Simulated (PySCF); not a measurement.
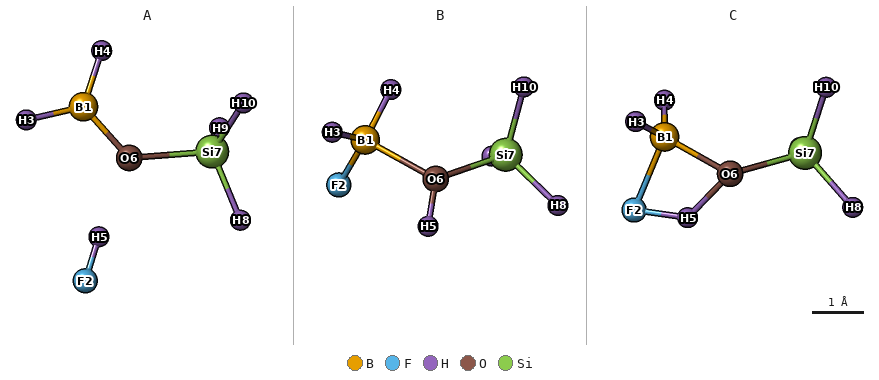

Three geometries of BSiH6OF: a saddle point and the two relaxed ends that it joins, in shuffled order. Style: ball-and-stick. Shown face on. Sticks join atoms that are closer than about 1.2 times the sum of their covalent radii (a little more with hydrogen).

Stationary points at PBE0-D4/def2-TZVP, single-point energies with CCSD(T)/CBS, PBE-D4, wB97M-V (def2-TZVPP where no basis is named; PySCF 2.14.0). The energies are electronic, without zero-point or thermal terms, and both ends are the relaxed geometries reached downhill from the saddle, with any fragments still in contact. CCSD(T)/CBS stands for a frozen-core estimate: MP2 correlation extrapolated from def2-TZVPP and def2-QZVPP, CCSD(T) minus MP2 from the smaller set.

### Identify the saddle point and describe the reaction.

Frame C is the saddle point. Counted by bonded pieces, B holds BH₂F + SiH₄O and A holds HF + SiBH₅O. From B over the saddle to A, bonds form: B1–O6 (1.68 → 1.51 → 1.36 Å), F2–H5 (2.52 → 1.10 → 0.94 Å). Bonds break: B1–F2 (1.38 → 1.64 → 3.50 Å), H5–O6 (0.96 → 1.28 → 1.72 Å). The saddle has one imaginary mode, 874i cm⁻¹. The end A keeps a soft imaginary mode of 52i cm⁻¹, so it isn't quite a minimum. With CCSD(T)/CBS the barrier is 0.91 eV from B and 0.82 eV from A, and A lies 0.09 eV above B.

| level | barrier from B (eV) | barrier from A (eV) | A less B (eV) |
| --- | --- | --- | --- |
| CCSD(T)/CBS | 0.91 | 0.82 | 0.09 |
| PBE-D4 | 0.76 | 0.57 | 0.19 |
| wB97M-V | 0.90 | 0.71 | 0.19 |

Against CCSD(T)/CBS, wB97M-V comes closest on the barrier from B (−0.01 eV) and PBE-D4 misses most (−0.16 eV).
